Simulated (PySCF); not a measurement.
Ga(H)(Me)2(NH3), C₂H₁₀GaN, singlet, CAM-B3LYP/def2-SVP optimised geometry. Atoms within 1.6 Å of the plane z = 0.0 Å (x, y, z in Å): Ga1 (0.20, 0.01, 0.00), H2 (1.79, 0.01, 0.00), C3 (-0.72, 1.78, 0.00), H4 (-0.27, 2.49, -0.71), H5 (-0.66, 2.24, 1.00), H6 (-1.79, 1.69, -0.24), C7 (-0.72, -1.53, 0.86), H9 (-0.27, -2.49, 0.59), H10 (-1.79, -1.57, 0.60).

Level of theory: PySCF with CAM-B3LYP/def2-TZVP. Cells within 0.4 Å of a nucleus heavier than hydrogen are left out (blank, or x).

Map of the HOMO amplitude (bohr^(-3/2)) on the plane z = 0.0 Å; orbital energy -8.22 eV, overall sign arbitrary:

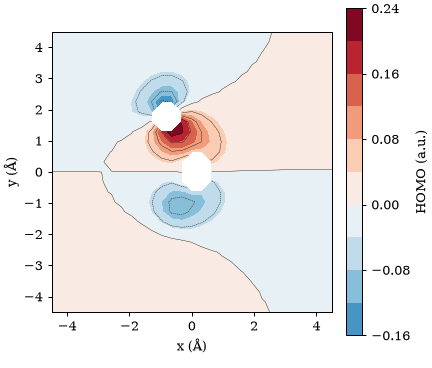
Figure: HOMO amplitude (bohr^(-3/2)) on the plane z = 0.0 Å.
